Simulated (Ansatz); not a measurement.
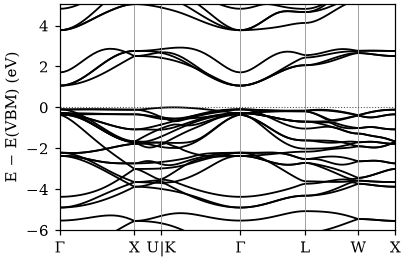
Figure: Band structure from DFT-PBEsol in the program Ansatz with PAW potentials

**Question.** Read off the gap and where the band edges lie.

**Answer.** About 1.1 eV (1.06 eV by a search for the band edges); maximum on the K–Γ line, 16 % of the way from K, minimum at Γ.

**Question.** Pick the material that matches.
A. PbSe, rock salt
B. BaTe, rock salt
C. SnS2, Fd-3m (Sn on 16c, S on 32e)

**Answer.** C, SnS2, Fd-3m (Sn on 16c, S on 32e)

The first step of the workflow began from a Materials Project structure, measured or hypothetical; the Crystallography Open Database copy checked does not list it. It is not the phase usual at ambient conditions (space group No. 164). The PBEsol relaxation kept the symmetry of its start; whether a distortion lowers the energy is not shown. Scalar-relativistic: spin–orbit coupling is off unless named, which matters more the heavier the elements.

Potentials: the later of the program's two PAW sets.
